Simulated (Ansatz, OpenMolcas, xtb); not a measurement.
## Ligand exchange: SiH3Cl + HOF → SiH3(OH) + ClF

Species: SiH3Cl (chlorosilane) `[SiH3]Cl`, singlet; HOF (hypofluorous acid) `OF`, singlet; SiH3(OH) (silanol), singlet; ClF (chlorine monofluoride), singlet. The partners trade Cl for OH: Si–Cl and F–OH bonds give way to Si–OH and F–Cl.

Shapes, held fixed at every level: PBE0-D4/def2-TZVP. Programs: Ansatz 0.2.0, OpenMolcas 26.06, xtb 6.7.1. A level may come from different programs for different species; with the same settings they agree closely. The zero-point and thermal change to 298 K, harmonic and unscaled (PBE0-D4/def2-TZVP), is -0.1 kJ/mol.

| level | kind | ΔH(298 K) (kJ/mol) |
| --- | --- | --- |
| GFN2-xTB | semi-empirical | -137.3 |
| HF/STO-3G | Hartree–Fock | +130.8 |
| SVWN5/STO-3G | LDA | +128.5 |
| revPBE/STO-3G | GGA | +135.9 |
| BHLYP/STO-3G | global hybrid | +123.0 |
| wB97M-V/STO-3G | range-separated hybrid | +127.8 |
| wB97X/STO-3G | range-separated hybrid | +139.1 |
| B2PLYP/STO-3G | double hybrid | +126.2 |
| B3LYP/6-31G* (spherical functions) | global hybrid | -83.7 |

B3LYP/6-31G* (spherical functions) gives ΔH(298 K) = -83.7 kJ/mol; the levels span -137.3 to +139.1. They disagree on the sign: 7 of 9 are positive. The median of the levels is +127.8. No measured value is set beside it here. B3LYP/6-31G* (spherical functions) lies outside the range of all other levels here, so it shouldn't be taken on trust. Rows in sets without polarisation functions are far from converged.

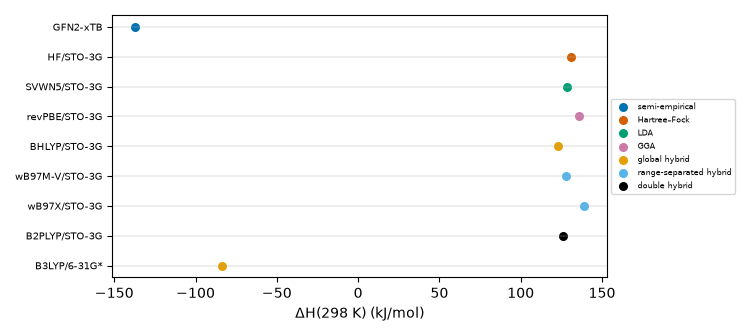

The values of the table, level by level.
